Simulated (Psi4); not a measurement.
# B2PLYP/6-31G(d) (density fitting for correlation, spherical functions) run of BPH3F3 (SMILES [BH3-][P+](F)(F)F)

What is the energy change on altering one bond length of BPH3F3 at B2PLYP/6-31G* (density fitting for correlation, spherical functions)? 

Program for the calculation: Psi4 1.11.

1 further run of the same task is left out (set aside as unsound or not needed).

**1. The system as given**

BPH3F3 has 8 atoms, charge 0, and is taken as a singlet. SMILES: `[BH3-][P+](F)(F)F`. Geometry: relaxed at PBE0-D4/def2-TZVP.

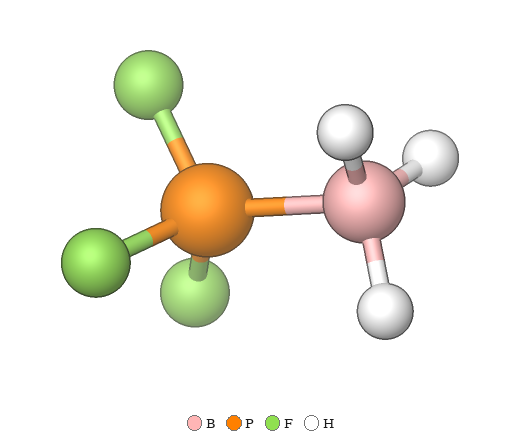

Viewed from a chosen angle; boron pink, phosphorus orange, fluorine green, hydrogen white.

**2. A single-point energy at B2PLYP/6-31G(d) (density fitting for correlation, spherical functions)**

Input file bf3h3p.xyz:

```xyz
8
BF3H3P
B     -0.079940     0.958130     0.502960
P      0.055250    -0.662160    -0.347680
F      0.301370    -1.910790     0.523410
F     -1.155920    -1.141880    -1.173150
F      1.178770    -0.833130    -1.390240
H     -1.022770     0.798330     1.239980
H     -0.266070     1.727350    -0.408780
H      0.989320     1.064150     1.053500
```

Input file run.py:

```python
import psi4

psi4.set_memory('2200 MB')
psi4.set_num_threads(1)
psi4.core.set_output_file('output.dat', False)

with open('bf3h3p.xyz') as f:
    atoms = ''.join(f.readlines()[2:])
molecule = psi4.geometry('0 1\n' + atoms + 'symmetry c1')

options = {'basis': '6-31G*', 'puream': True, 'e_convergence': 1e-09, 'd_convergence': 1e-08, 'scf_type': 'pk', 'dft_radial_points': 99, 'dft_spherical_points': 590, 'num_frozen_docc': 9}
psi4.set_options(options)

e_tot, wfn = psi4.energy("b2plyp", return_wfn=True)
print('E =', round(e_tot, 9))
```

Launch:

```bash
$ python run.py
```

output.dat:

```text
[...]
  Running in c1 symmetry.
[...]
  Nuclear repulsion =  269.858079594122216
[...]
  Multiplicity = 1
[...]
  Nalpha       = 25
  Nbeta        = 25
[...]
    Number of basis functions: 80
[...]
   @RKS iter   1:  -666.81698827862192   -2.25995e-01   6.58491e-03 ADIIS/DIIS
[...]
   @RKS iter  10:  -666.94522773715073   -2.27374e-12   3.82924e-09 DIIS
[...]
    Orbital Energies [Eh]
    ---------------------
    Doubly Occupied:
       1A    -78.514564     2A    -25.449172     3A    -25.449148
       4A    -25.449147     5A     -7.160257     6A     -7.056709
       7A     -5.213023     8A     -5.213023     9A     -5.207081
      10A     -1.500191    11A     -1.444400    12A     -1.444399
      13A     -0.830739    14A     -0.703062    15A     -0.700851
      16A     -0.700851    17A     -0.625331    18A     -0.625331
      19A     -0.603134    20A     -0.585369    21A     -0.585369
      22A     -0.568931    23A     -0.411756    24A     -0.398466
      25A     -0.398462
[...]
  @RKS Final Energy:  -666.94522773715073
   => Energetics <=
    Nuclear Repulsion Energy =            269.8580795941222163
    One-Electron Energy =               -1459.3758775642791079
    Two-Electron Energy =                 551.2472636327673854
    DFT Exchange-Correlation Energy =     -28.6746933997612743
    Empirical Dispersion Energy =           0.0000000000000000
    VV10 Nonlocal Energy =                  0.0000000000000000
    Total Energy =                       -666.9452277371507307
[...]
 Multipole Moments:
 ------------------------------------------------------------------------------------
     Multipole            Electronic (a.u.)      Nuclear  (a.u.)        Total (a.u.)
 ------------------------------------------------------------------------------------
 L = 1.  Multiply by 2.5417464519 to convert [e a0] to [Debye]
 Dipole X            :          0.4924403           -0.4372120            0.0552283
 Dipole Y            :         -5.9019182            5.2400376           -0.6618807
 Dipole Z            :         -3.0986460            2.7510784           -0.3475676
 Magnitude           :                                                    0.7496262
[...]
```

The script printed:

```text
E = -667.1802833
```

It took 9.3 s on 1 thread of Intel Xeon 6975P-C (Granite Rapids), shared host; peak memory 1.1 GiB.

**3. The distorted shape at the same level**

Input file bf3h3p.py:

```python
import psi4

psi4.set_memory('2200 MB')
psi4.set_num_threads(1)
psi4.core.set_output_file('run.log', False)

mol = psi4.geometry("""
0 1
B
P 1 1.834994
F 2 1.542222 1 117.6987
F 2 1.542227 3 100.12586 1 -128.84125
F 2 2.3133 3 100.126 4 -102.31651
H 1 1.207337 2 102.92326 3 -60.01517
H 1 1.207317 6 115.14661 2 111.18907
H 1 1.207332 7 115.14737 6 -137.6349
symmetry c1
no_reorient
no_com
""")

psi4.set_options({
    'puream': True,
    'e_convergence': 1e-09,
    'd_convergence': 1e-08,
    'scf_type': 'pk',
    'dft_radial_points': 99,
    'dft_spherical_points': 590,
    'num_frozen_docc': 9,
})

E, wfn = psi4.energy("b2plyp/6-31G*", molecule=mol, return_wfn=True)
print(f'b2plyp/6-31G* energy: {E:.10f} Eh')
```

Launch:

```bash
$ python bf3h3p.py
```

run.log:

```text
[...]
  Running in c1 symmetry.
[...]
  Nuclear repulsion =  244.571848191803156
[...]
  Multiplicity = 1
[...]
  Nalpha       = 25
  Nbeta        = 25
[...]
    Number of basis functions: 80
[...]
   @RKS iter   1:  -666.59179214610390   -5.48502e-01   8.25985e-03 ADIIS/DIIS
[...]
   @RKS iter  13:  -666.80699447153586   -1.12550e-11   5.55868e-09 DIIS
[...]
    Orbital Energies [Eh]
    ---------------------
    Doubly Occupied:
       1A    -78.548999     2A    -25.484757     3A    -25.484742
       4A    -25.313505     5A     -7.193399     6A     -7.095099
       7A     -5.245518     8A     -5.244356     9A     -5.240544
      10A     -1.512618    11A     -1.474128    12A     -1.229140
      13A     -0.849027    14A     -0.717582    15A     -0.716661
      16A     -0.675409    17A     -0.639516    18A     -0.627645
      19A     -0.609672    20A     -0.496687    21A     -0.435570
      22A     -0.435162    23A     -0.430268    24A     -0.425793
      25A     -0.409901
[...]
  @RKS Final Energy:  -666.80699447153586
   => Energetics <=
    Nuclear Repulsion Energy =            244.5718481918031557
    One-Electron Energy =               -1409.1903181742882225
    Two-Electron Energy =                 526.4015802615460871
    DFT Exchange-Correlation Energy =     -28.5901047505968791
    Empirical Dispersion Energy =           0.0000000000000000
    VV10 Nonlocal Energy =                  0.0000000000000000
    Total Energy =                       -666.8069944715358588
[...]
 Multipole Moments:
 ------------------------------------------------------------------------------------
     Multipole            Electronic (a.u.)      Nuclear  (a.u.)        Total (a.u.)
 ------------------------------------------------------------------------------------
 L = 1.  Multiply by 2.5417464519 to convert [e a0] to [Debye]
 Dipole X            :          0.6622295            0.3494677            1.0116972
 Dipole Y            :         -0.3821784           -0.2018290           -0.5840074
 Dipole Z            :          6.0240704           -6.1463388           -0.1222684
 Magnitude           :                                                    1.1745406
[...]
```

Standard output:

```text
b2plyp/6-31G* energy: -667.0581116398 Eh
```

Wall time 9.9 s (1 thread of Intel Xeon 6975P-C (Granite Rapids), shared host); peak memory 1.1 GiB.

**4. Summary of results**

Level: B2PLYP/6-31G* (density fitting for correlation, spherical functions), 9 core orbitals frozen.

```
                                                         quantity          value
                                        first shape: total energy  -667.18028 Eh
                   first shape: HOMO energy (SCF part's orbitals)      -10.84 eV
                   first shape: LUMO energy (SCF part's orbitals)        1.95 eV
                 first shape: HOMO–LUMO gap (SCF part's orbitals)       12.79 eV
                                    distorted shape: total energy  -667.05811 Eh
               distorted shape: HOMO energy (SCF part's orbitals)      -11.15 eV
               distorted shape: LUMO energy (SCF part's orbitals)       -2.74 eV
             distorted shape: HOMO–LUMO gap (SCF part's orbitals)        8.41 eV
energy change with the P2–F5 bond stretched from 1.542 to 2.313 Å       3.324 eV
```

With the P2–F5 bond stretched from 1.542 to 2.313 Å the energy rises by 3.32 eV (77 kcal/mol). The first shape isn't relaxed at this level, so the change isn't measured from a minimum.
